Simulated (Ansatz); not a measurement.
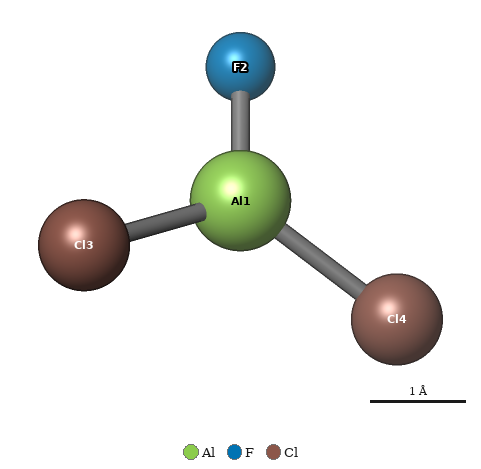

**Figure 1.** The structure as given in the input (ball-and-stick view, seen at a tilt; atoms are numbered from 1 in the order of the input). Sticks mark near contacts. Bond lengths as drawn: Al–Cl 2.07 Å and Al–F 1.65 Å.

AlCl2F: molecular dynamics (part 1 of 3)

The run: molecular dynamics of AlCl2F. Method and program: RKS r2SCANh/def2-SVP (Ansatz 0.2.0).

It belongs to a series of runs on one base structure; here: dynamics from the start. Figures and captions count atoms from 1; the log counts them from 0 in places.

Input:
```yaml
crystal:
  periodic: [false, false, false]
  atoms:
    - { symbol: Al, position_ang: [0.0, 0.0, -0.043287] }
    - { symbol: F, position_ang: [0.0, 0.0, 1.604346] }
    - { symbol: Cl, position_ang: [1.809926, 0.0, -1.050529] }
    - { symbol: Cl, position_ang: [-1.809926, 0.0, -1.050529] }
basis:
  gaussian: { orbitals: def2-SVP }
hamiltonian:
  xc: r2scanh
md:
  timestep: 2.0
  n_steps: 300
  ensemble: nvt_langevin
  temperature: 1000.0
  initial_velocities: maxwell_boltzmann
  seed: 761923
  friction: 0.05
```

Run on 2 threads of Arm Neoverse V2, 24 GiB of memory available, shared host.

Launched with:
```bash
ansatz run input.yaml --threads 2 --pin off --max-ram 3072MiB --backend cpu --events-out ev --progress --plain --runs-dir out
```

What the program printed:
```
Engine: ansatz 0.2.0, aarch64-unknown-linux-gnu
Functional definition: r2SCANh
  parameter a = 0.1
  parameter k0 = 0.174
  parameter k1 = 0.065
  parameter a1 = 4.9479
  exchange = (1 - a)*r2scan_x(k0 = k0, k1 = k1, a1 = a1) + a*exact_x
  correlation = r2scan_c
646 factors; integrals over basis functions are off by at most 4.1e-4 eV
mean field evaluation 1: about -34347.0533 eV, gradient 3.6e1 eV
mean field evaluation 2: about -34342.4325 eV, gradient 6.5e1 eV
mean field evaluation 4: about -34349.2676 eV, gradient 1.5e0 eV
mean field evaluation 8: about -34349.2747 eV, gradient 4.9e-2 eV
mean field evaluation 16: about -34349.2747 eV, gradient 2.6e-5 eV
mean field -34349.27467275 eV, -1262.3125614488 hartree, gradient 2.6e-5 eV, S^2 0.000000; 0 other end points of the search recorded, 0 dependent functions left out
the calculation of the forces begins
reference -34349.27468166 eV, -1262.3125617764 hartree; 28, 28 occupied and 40, 40 virtual orbitals, 646 factors
md step     0: t =     0.00 fs  T =   750.0 K  F+E_penalty+E_count = -34349.27467275 eV  E_kin = 0.387780 eV  (26 SCF iters)
these checks for a lower state are left out or cut short: starts, cluster_reference, orbital_swaps, neighbouring_geometries, increment
646 factors; integrals over basis functions are off by at most 4.1e-4 eV
mean field -34349.26534845 eV, -1262.3122187872 hartree, gradient 9.4e-6 eV, S^2 0.000000; 0 other end points of the search recorded, 0 dependent functions left out
the calculation of the forces begins
reference -34349.26535736 eV, -1262.3122191148 hartree; 28, 28 occupied and 40, 40 virtual orbitals, 646 factors
md step     1: t =     2.00 fs  T =   543.6 K  F+E_penalty+E_count = -34349.26534845 eV  E_kin = 0.281048 eV  (28 SCF iters)
[... from here on the SCF iterations and repeated set-up lines of each step are left out, up to the last step ...]
md step     2: t =     4.00 fs  T =   529.7 K  F+E_penalty+E_count = -34349.24531634 eV  E_kin = 0.273851 eV  (28 SCF iters)
md step     3: t =     6.00 fs  T =   312.1 K  F+E_penalty+E_count = -34349.21952992 eV  E_kin = 0.161351 eV  (28 SCF iters)
md step     4: t =     8.00 fs  T =   322.6 K  F+E_penalty+E_count = -34349.19072682 eV  E_kin = 0.166778 eV  (27 SCF iters)
md step     5: t =    10.00 fs  T =   383.1 K  F+E_penalty+E_count = -34349.16371892 eV  E_kin = 0.198078 eV  (27 SCF iters)
md step     6: t =    12.00 fs  T =   500.3 K  F+E_penalty+E_count = -34349.15320685 eV  E_kin = 0.258652 eV  (27 SCF iters)
md step     7: t =    14.00 fs  T =   687.2 K  F+E_penalty+E_count = -34349.16580666 eV  E_kin = 0.355315 eV  (27 SCF iters)
md step     8: t =    16.00 fs  T =   661.8 K  F+E_penalty+E_count = -34349.17260419 eV  E_kin = 0.342198 eV  (27 SCF iters)
md step     9: t =    18.00 fs  T =   508.6 K  F+E_penalty+E_count = -34349.16649717 eV  E_kin = 0.262943 eV  (28 SCF iters)
md step    10: t =    20.00 fs  T =   440.1 K  F+E_penalty+E_count = -34349.15935613 eV  E_kin = 0.227539 eV  (28 SCF iters)
md step    11: t =    22.00 fs  T =   514.4 K  F+E_penalty+E_count = -34349.15312557 eV  E_kin = 0.265953 eV  (29 SCF iters)
md step    12: t =    24.00 fs  T =  1051.3 K  F+E_penalty+E_count = -34349.14809318 eV  E_kin = 0.543588 eV  (28 SCF iters)
md step    13: t =    26.00 fs  T =   674.5 K  F+E_penalty+E_count = -34349.13545009 eV  E_kin = 0.348749 eV  (28 SCF iters)
md step    14: t =    28.00 fs  T =   568.6 K  F+E_penalty+E_count = -34349.11612157 eV  E_kin = 0.293984 eV  (28 SCF iters)
md step    15: t =    30.00 fs  T =   926.3 K  F+E_penalty+E_count = -34349.08913886 eV  E_kin = 0.478955 eV  (28 SCF iters)
md step    16: t =    32.00 fs  T =   805.5 K  F+E_penalty+E_count = -34349.06151353 eV  E_kin = 0.416476 eV  (28 SCF iters)
md step    17: t =    34.00 fs  T =   810.9 K  F+E_penalty+E_count = -34349.04362015 eV  E_kin = 0.419279 eV  (28 SCF iters)
md step    18: t =    36.00 fs  T =  1041.5 K  F+E_penalty+E_count = -34349.02509281 eV  E_kin = 0.538487 eV  (24 SCF iters)
md step    19: t =    38.00 fs  T =   804.4 K  F+E_penalty+E_count = -34349.01247649 eV  E_kin = 0.415897 eV  (28 SCF iters)
md step    20: t =    40.00 fs  T =   987.3 K  F+E_penalty+E_count = -34349.01539586 eV  E_kin = 0.510451 eV  (28 SCF iters)
md step    21: t =    42.00 fs  T =   879.0 K  F+E_penalty+E_count = -34349.00563214 eV  E_kin = 0.454453 eV  (28 SCF iters)
md step    22: t =    44.00 fs  T =   966.9 K  F+E_penalty+E_count = -34348.98213131 eV  E_kin = 0.499901 eV  (28 SCF iters)
md step    23: t =    46.00 fs  T =   792.1 K  F+E_penalty+E_count = -34348.96768681 eV  E_kin = 0.409567 eV  (28 SCF iters)
md step    24: t =    48.00 fs  T =   546.6 K  F+E_penalty+E_count = -34348.97572070 eV  E_kin = 0.282598 eV  (29 SCF iters)
md step    25: t =    50.00 fs  T =   621.4 K  F+E_penalty+E_count = -34348.99485683 eV  E_kin = 0.321297 eV  (29 SCF iters)
md step    26: t =    52.00 fs  T =   807.1 K  F+E_penalty+E_count = -34349.01905628 eV  E_kin = 0.417279 eV  (28 SCF iters)
md step    27: t =    54.00 fs  T =   969.3 K  F+E_penalty+E_count = -34349.03463855 eV  E_kin = 0.501156 eV  (28 SCF iters)
md step    28: t =    56.00 fs  T =   994.4 K  F+E_penalty+E_count = -34349.03450363 eV  E_kin = 0.514126 eV  (28 SCF iters)
md step    29: t =    58.00 fs  T =  1219.4 K  F+E_penalty+E_count = -34349.02445480 eV  E_kin = 0.630485 eV  (28 SCF iters)
md step    30: t =    60.00 fs  T =   853.0 K  F+E_penalty+E_count = -34349.01936740 eV  E_kin = 0.441047 eV  (28 SCF iters)
md step    31: t =    62.00 fs  T =  1107.4 K  F+E_penalty+E_count = -34349.02342615 eV  E_kin = 0.572573 eV  (28 SCF iters)
md step    32: t =    64.00 fs  T =  1188.2 K  F+E_penalty+E_count = -34349.03613966 eV  E_kin = 0.614333 eV  (28 SCF iters)
md step    33: t =    66.00 fs  T =  1356.7 K  F+E_penalty+E_count = -34349.05977540 eV  E_kin = 0.701488 eV  (28 SCF iters)
md step    34: t =    68.00 fs  T =  2095.4 K  F+E_penalty+E_count = -34349.08595230 eV  E_kin = 1.083410 eV  (28 SCF iters)
md step    35: t =    70.00 fs  T =  2744.8 K  F+E_penalty+E_count = -34349.12215423 eV  E_kin = 1.419184 eV  (28 SCF iters)
md step    36: t =    72.00 fs  T =  1586.7 K  F+E_penalty+E_count = -34349.15560689 eV  E_kin = 0.820401 eV  (25 SCF iters)
md step    37: t =    74.00 fs  T =  1465.4 K  F+E_penalty+E_count = -34349.18749420 eV  E_kin = 0.757691 eV  (28 SCF iters)
md step    38: t =    76.00 fs  T =  1502.0 K  F+E_penalty+E_count = -34349.20973869 eV  E_kin = 0.776575 eV  (28 SCF iters)
md step    39: t =    78.00 fs  T =  1398.5 K  F+E_penalty+E_count = -34349.19167407 eV  E_kin = 0.723073 eV  (28 SCF iters)
md step    40: t =    80.00 fs  T =   995.5 K  F+E_penalty+E_count = -34349.12932068 eV  E_kin = 0.514731 eV  (28 SCF iters)
md step    41: t =    82.00 fs  T =   808.6 K  F+E_penalty+E_count = -34349.04909690 eV  E_kin = 0.418069 eV  (27 SCF iters)
md step    42: t =    84.00 fs  T =   879.0 K  F+E_penalty+E_count = -34348.98820632 eV  E_kin = 0.454479 eV  (28 SCF iters)
md step    43: t =    86.00 fs  T =   657.6 K  F+E_penalty+E_count = -34348.96321797 eV  E_kin = 0.339996 eV  (28 SCF iters)
md step    44: t =    88.00 fs  T =   541.9 K  F+E_penalty+E_count = -34348.97961697 eV  E_kin = 0.280163 eV  (28 SCF iters)
md step    45: t =    90.00 fs  T =   807.6 K  F+E_penalty+E_count = -34349.01426604 eV  E_kin = 0.417567 eV  (27 SCF iters)
md step    46: t =    92.00 fs  T =  1051.5 K  F+E_penalty+E_count = -34349.03820396 eV  E_kin = 0.543678 eV  (28 SCF iters)
md step    47: t =    94.00 fs  T =  1199.0 K  F+E_penalty+E_count = -34349.03698109 eV  E_kin = 0.619930 eV  (28 SCF iters)
md step    48: t =    96.00 fs  T =  1264.8 K  F+E_penalty+E_count = -34349.02057467 eV  E_kin = 0.653971 eV  (28 SCF iters)
md step    49: t =    98.00 fs  T =  1111.8 K  F+E_penalty+E_count = -34348.99891158 eV  E_kin = 0.574849 eV  (28 SCF iters)
md step    50: t =   100.00 fs  T =   778.9 K  F+E_penalty+E_count = -34348.95345115 eV  E_kin = 0.402745 eV  (27 SCF iters)
md step    51: t =   102.00 fs  T =   522.7 K  F+E_penalty+E_count = -34348.89891168 eV  E_kin = 0.270278 eV  (28 SCF iters)
md step    52: t =   104.00 fs  T =   431.6 K  F+E_penalty+E_count = -34348.84924566 eV  E_kin = 0.223146 eV  (29 SCF iters)
md step    53: t =   106.00 fs  T =   571.3 K  F+E_penalty+E_count = -34348.80852243 eV  E_kin = 0.295394 eV  (29 SCF iters)
md step    54: t =   108.00 fs  T =   361.7 K  F+E_penalty+E_count = -34348.78017539 eV  E_kin = 0.187008 eV  (25 SCF iters)
md step    55: t =   110.00 fs  T =   267.7 K  F+E_penalty+E_count = -34348.77112542 eV  E_kin = 0.138407 eV  (29 SCF iters)
md step    56: t =   112.00 fs  T =   208.9 K  F+E_penalty+E_count = -34348.77793282 eV  E_kin = 0.107990 eV  (28 SCF iters)
md step    57: t =   114.00 fs  T =   229.8 K  F+E_penalty+E_count = -34348.78119530 eV  E_kin = 0.118792 eV  (28 SCF iters)
md step    58: t =   116.00 fs  T =   316.6 K  F+E_penalty+E_count = -34348.79674245 eV  E_kin = 0.163677 eV  (27 SCF iters)
md step    59: t =   118.00 fs  T =   545.4 K  F+E_penalty+E_count = -34348.82792930 eV  E_kin = 0.282016 eV  (27 SCF iters)
md step    60: t =   120.00 fs  T =   504.3 K  F+E_penalty+E_count = -34348.86786312 eV  E_kin = 0.260766 eV  (28 SCF iters)
md step    61: t =   122.00 fs  T =   662.1 K  F+E_penalty+E_count = -34348.91163354 eV  E_kin = 0.342344 eV  (28 SCF iters)
md step    62: t =   124.00 fs  T =   568.6 K  F+E_penalty+E_count = -34348.94011980 eV  E_kin = 0.293978 eV  (28 SCF iters)
md step    63: t =   126.00 fs  T =   511.9 K  F+E_penalty+E_count = -34348.96064696 eV  E_kin = 0.264667 eV  (28 SCF iters)
md step    64: t =   128.00 fs  T =   848.3 K  F+E_penalty+E_count = -34348.97533333 eV  E_kin = 0.438602 eV  (28 SCF iters)
md step    65: t =   130.00 fs  T =  1052.4 K  F+E_penalty+E_count = -34348.98260176 eV  E_kin = 0.544142 eV  (28 SCF iters)
md step    66: t =   132.00 fs  T =  1378.9 K  F+E_penalty+E_count = -34348.96414454 eV  E_kin = 0.712953 eV  (28 SCF iters)
md step    67: t =   134.00 fs  T =   851.8 K  F+E_penalty+E_count = -34348.92476136 eV  E_kin = 0.440397 eV  (28 SCF iters)
md step    68: t =   136.00 fs  T =   689.1 K  F+E_penalty+E_count = -34348.90586885 eV  E_kin = 0.356276 eV  (28 SCF iters)
md step    69: t =   138.00 fs  T =   469.8 K  F+E_penalty+E_count = -34348.91186037 eV  E_kin = 0.242892 eV  (27 SCF iters)
md step    70: t =   140.00 fs  T =   645.5 K  F+E_penalty+E_count = -34348.94209791 eV  E_kin = 0.333736 eV  (27 SCF iters)
md step    71: t =   142.00 fs  T =   716.6 K  F+E_penalty+E_count = -34349.01095037 eV  E_kin = 0.370526 eV  (27 SCF iters)
md step    72: t =   144.00 fs  T =  1025.8 K  F+E_penalty+E_count = -34349.08369691 eV  E_kin = 0.530404 eV  (27 SCF iters)
md step    73: t =   146.00 fs  T =   932.3 K  F+E_penalty+E_count = -34349.11127266 eV  E_kin = 0.482036 eV  (24 SCF iters)
md step    74: t =   148.00 fs  T =  1168.5 K  F+E_penalty+E_count = -34349.08747743 eV  E_kin = 0.604177 eV  (28 SCF iters)
md step    75: t =   150.00 fs  T =  1105.3 K  F+E_penalty+E_count = -34349.00829837 eV  E_kin = 0.571486 eV  (28 SCF iters)
md step    76: t =   152.00 fs  T =   465.8 K  F+E_penalty+E_count = -34348.92639502 eV  E_kin = 0.240859 eV  (28 SCF iters)
md step    77: t =   154.00 fs  T =   209.2 K  F+E_penalty+E_count = -34348.87664021 eV  E_kin = 0.108140 eV  (28 SCF iters)
md step    78: t =   156.00 fs  T =   340.2 K  F+E_penalty+E_count = -34348.88225396 eV  E_kin = 0.175901 eV  (28 SCF iters)
md step    79: t =   158.00 fs  T =   884.6 K  F+E_penalty+E_count = -34348.94611741 eV  E_kin = 0.457372 eV  (28 SCF iters)
md step    80: t =   160.00 fs  T =   834.5 K  F+E_penalty+E_count = -34349.00286225 eV  E_kin = 0.431492 eV  (26 SCF iters)
md step    81: t =   162.00 fs  T =  1145.2 K  F+E_penalty+E_count = -34349.03376697 eV  E_kin = 0.592138 eV  (27 SCF iters)
md step    82: t =   164.00 fs  T =  1333.3 K  F+E_penalty+E_count = -34349.02943425 eV  E_kin = 0.689391 eV  (27 SCF iters)
md step    83: t =   166.00 fs  T =  1039.8 K  F+E_penalty+E_count = -34348.99561016 eV  E_kin = 0.537614 eV  (27 SCF iters)
md step    84: t =   168.00 fs  T =   901.5 K  F+E_penalty+E_count = -34348.95236642 eV  E_kin = 0.466109 eV  (27 SCF iters)
md step    85: t =   170.00 fs  T =  1141.8 K  F+E_penalty+E_count = -34348.91030004 eV  E_kin = 0.590345 eV  (27 SCF iters)
md step    86: t =   172.00 fs  T =   806.1 K  F+E_penalty+E_count = -34348.89261020 eV  E_kin = 0.416781 eV  (27 SCF iters)
md step    87: t =   174.00 fs  T =   891.2 K  F+E_penalty+E_count = -34348.90350054 eV  E_kin = 0.460801 eV  (27 SCF iters)
md step    88: t =   176.00 fs  T =   741.1 K  F+E_penalty+E_count = -34348.92325507 eV  E_kin = 0.383162 eV  (27 SCF iters)
md step    89: t =   178.00 fs  T =   912.8 K  F+E_penalty+E_count = -34348.97869917 eV  E_kin = 0.471958 eV  (27 SCF iters)
md step    90: t =   180.00 fs  T =  1108.1 K  F+E_penalty+E_count = -34349.05971243 eV  E_kin = 0.572912 eV  (27 SCF iters)
md step    91: t =   182.00 fs  T =  1581.4 K  F+E_penalty+E_count = -34349.13224386 eV  E_kin = 0.817647 eV  (25 SCF iters)
md step    92: t =   184.00 fs  T =  1545.8 K  F+E_penalty+E_count = -34349.13511196 eV  E_kin = 0.799254 eV  (28 SCF iters)
md step    93: t =   186.00 fs  T =   858.6 K  F+E_penalty+E_count = -34349.03890009 eV  E_kin = 0.443914 eV  (28 SCF iters)
md step    94: t =   188.00 fs  T =   687.9 K  F+E_penalty+E_count = -34348.93792486 eV  E_kin = 0.355655 eV  (28 SCF iters)
md step    95: t =   190.00 fs  T =   500.2 K  F+E_penalty+E_count = -34348.89894192 eV  E_kin = 0.258618 eV  (28 SCF iters)
md step    96: t =   192.00 fs  T =   822.9 K  F+E_penalty+E_count = -34348.95478515 eV  E_kin = 0.425456 eV  (28 SCF iters)
md step    97: t =   194.00 fs  T =   493.9 K  F+E_penalty+E_count = -34349.02416007 eV  E_kin = 0.255354 eV  (28 SCF iters)
md step    98: t =   196.00 fs  T =   788.0 K  F+E_penalty+E_count = -34349.07322205 eV  E_kin = 0.407414 eV  (28 SCF iters)
md step    99: t =   198.00 fs  T =   811.6 K  F+E_penalty+E_count = -34349.11123913 eV  E_kin = 0.419617 eV  (28 SCF iters)
md step   100: t =   200.00 fs  T =   793.8 K  F+E_penalty+E_count = -34349.11036822 eV  E_kin = 0.410416 eV  (27 SCF iters)
md step   101: t =   202.00 fs  T =   618.1 K  F+E_penalty+E_count = -34349.07086305 eV  E_kin = 0.319588 eV  (27 SCF iters)
md step   102: t =   204.00 fs  T =   387.8 K  F+E_penalty+E_count = -34349.02630460 eV  E_kin = 0.200516 eV  (29 SCF iters)
md step   103: t =   206.00 fs  T =   472.7 K  F+E_penalty+E_count = -34348.99070927 eV  E_kin = 0.244395 eV  (28 SCF iters)
md step   104: t =   208.00 fs  T =   323.9 K  F+E_penalty+E_count = -34348.96362689 eV  E_kin = 0.167477 eV  (28 SCF iters)
md step   105: t =   210.00 fs  T =   374.5 K  F+E_penalty+E_count = -34348.95622062 eV  E_kin = 0.193634 eV  (29 SCF iters)
md step   106: t =   212.00 fs  T =   724.1 K  F+E_penalty+E_count = -34348.97664397 eV  E_kin = 0.374378 eV  (28 SCF iters)
md step   107: t =   214.00 fs  T =   914.6 K  F+E_penalty+E_count = -34349.00725900 eV  E_kin = 0.472903 eV  (28 SCF iters)
md step   108: t =   216.00 fs  T =  1017.5 K  F+E_penalty+E_count = -34349.04159042 eV  E_kin = 0.526087 eV  (28 SCF iters)
md step   109: t =   218.00 fs  T =  1416.8 K  F+E_penalty+E_count = -34349.08075888 eV  E_kin = 0.732517 eV  (26 SCF iters)
md step   110: t =   220.00 fs  T =   893.7 K  F+E_penalty+E_count = -34349.09768280 eV  E_kin = 0.462078 eV  (28 SCF iters)
md step   111: t =   222.00 fs  T =   680.3 K  F+E_penalty+E_count = -34349.08489815 eV  E_kin = 0.351755 eV  (28 SCF iters)
md step   112: t =   224.00 fs  T =  1417.4 K  F+E_penalty+E_count = -34349.07345648 eV  E_kin = 0.732829 eV  (27 SCF iters)
md step   113: t =   226.00 fs  T =  1694.3 K  F+E_penalty+E_count = -34349.08829680 eV  E_kin = 0.876009 eV  (27 SCF iters)
md step   114: t =   228.00 fs  T =  1389.6 K  F+E_penalty+E_count = -34349.12203717 eV  E_kin = 0.718483 eV  (27 SCF iters)
md step   115: t =   230.00 fs  T =  1311.3 K  F+E_penalty+E_count = -34349.14360187 eV  E_kin = 0.677979 eV  (28 SCF iters)
md step   116: t =   232.00 fs  T =  1338.6 K  F+E_penalty+E_count = -34349.13126984 eV  E_kin = 0.692085 eV  (28 SCF iters)
md step   117: t =   234.00 fs  T =  1116.8 K  F+E_penalty+E_count = -34349.08645321 eV  E_kin = 0.577418 eV  (28 SCF iters)
md step   118: t =   236.00 fs  T =   926.6 K  F+E_penalty+E_count = -34349.01769276 eV  E_kin = 0.479067 eV  (28 SCF iters)
md step   119: t =   238.00 fs  T =   553.5 K  F+E_penalty+E_count = -34348.96216611 eV  E_kin = 0.286177 eV  (27 SCF iters)
md step   120: t =   240.00 fs  T =   799.0 K  F+E_penalty+E_count = -34348.93033676 eV  E_kin = 0.413126 eV  (27 SCF iters)
md step   121: t =   242.00 fs  T =   510.5 K  F+E_penalty+E_count = -34348.91629310 eV  E_kin = 0.263934 eV  (27 SCF iters)
md step   122: t =   244.00 fs  T =   584.7 K  F+E_penalty+E_count = -34348.92033378 eV  E_kin = 0.302328 eV  (27 SCF iters)
md step   123: t =   246.00 fs  T =   383.9 K  F+E_penalty+E_count = -34348.93080368 eV  E_kin = 0.198467 eV  (27 SCF iters)
md step   124: t =   248.00 fs  T =   582.3 K  F+E_penalty+E_count = -34348.94000846 eV  E_kin = 0.301047 eV  (29 SCF iters)
md step   125: t =   250.00 fs  T =   739.1 K  F+E_penalty+E_count = -34348.97727910 eV  E_kin = 0.382164 eV  (29 SCF iters)
md step   126: t =   252.00 fs  T =  1131.0 K  F+E_penalty+E_count = -34349.03793909 eV  E_kin = 0.584780 eV  (28 SCF iters)
md step   127: t =   254.00 fs  T =   951.4 K  F+E_penalty+E_count = -34349.07917784 eV  E_kin = 0.491894 eV  (28 SCF iters)
md step   128: t =   256.00 fs  T =  1041.4 K  F+E_penalty+E_count = -34349.09952164 eV  E_kin = 0.538462 eV  (26 SCF iters)
md step   129: t =   258.00 fs  T =  1154.3 K  F+E_penalty+E_count = -34349.10484824 eV  E_kin = 0.596823 eV  (28 SCF iters)
md step   130: t =   260.00 fs  T =  1121.1 K  F+E_penalty+E_count = -34349.10949812 eV  E_kin = 0.579656 eV  (28 SCF iters)
md step   131: t =   262.00 fs  T =  1295.3 K  F+E_penalty+E_count = -34349.11669574 eV  E_kin = 0.669729 eV  (28 SCF iters)
md step   132: t =   264.00 fs  T =  1664.5 K  F+E_penalty+E_count = -34349.10625245 eV  E_kin = 0.860633 eV  (28 SCF iters)
md step   133: t =   266.00 fs  T =  1193.7 K  F+E_penalty+E_count = -34349.08362934 eV  E_kin = 0.617193 eV  (28 SCF iters)
md step   134: t =   268.00 fs  T =   713.7 K  F+E_penalty+E_count = -34349.05078076 eV  E_kin = 0.369000 eV  (28 SCF iters)
md step   135: t =   270.00 fs  T =   856.1 K  F+E_penalty+E_count = -34349.01664693 eV  E_kin = 0.442629 eV  (28 SCF iters)
md step   136: t =   272.00 fs  T =  1146.1 K  F+E_penalty+E_count = -34348.99446056 eV  E_kin = 0.592584 eV  (28 SCF iters)
md step   137: t =   274.00 fs  T =   798.5 K  F+E_penalty+E_count = -34348.99254695 eV  E_kin = 0.412870 eV  (27 SCF iters)
md step   138: t =   276.00 fs  T =  1134.9 K  F+E_penalty+E_count = -34349.00189222 eV  E_kin = 0.586813 eV  (28 SCF iters)
md step   139: t =   278.00 fs  T =  1049.0 K  F+E_penalty+E_count = -34349.01290365 eV  E_kin = 0.542350 eV  (27 SCF iters)
md step   140: t =   280.00 fs  T =  1048.3 K  F+E_penalty+E_count = -34349.04120163 eV  E_kin = 0.542000 eV  (28 SCF iters)
md step   141: t =   282.00 fs  T =   650.3 K  F+E_penalty+E_count = -34349.07806234 eV  E_kin = 0.336235 eV  (28 SCF iters)
md step   142: t =   284.00 fs  T =  1169.0 K  F+E_penalty+E_count = -34349.11066889 eV  E_kin = 0.604410 eV  (28 SCF iters)
md step   143: t =   286.00 fs  T =  1044.1 K  F+E_penalty+E_count = -34349.13711252 eV  E_kin = 0.539854 eV  (28 SCF iters)
md step   144: t =   288.00 fs  T =  1013.9 K  F+E_penalty+E_count = -34349.15567466 eV  E_kin = 0.524227 eV  (28 SCF iters)
md step   145: t =   290.00 fs  T =   747.1 K  F+E_penalty+E_count = -34349.16191232 eV  E_kin = 0.386278 eV  (28 SCF iters)
md step   146: t =   292.00 fs  T =  1126.2 K  F+E_penalty+E_count = -34349.16642228 eV  E_kin = 0.582286 eV  (28 SCF iters)
md step   147: t =   294.00 fs  T =  1219.2 K  F+E_penalty+E_count = -34349.17124623 eV  E_kin = 0.630393 eV  (26 SCF iters)
md step   148: t =   296.00 fs  T =  1250.6 K  F+E_penalty+E_count = -34349.17374685 eV  E_kin = 0.646584 eV  (27 SCF iters)
```
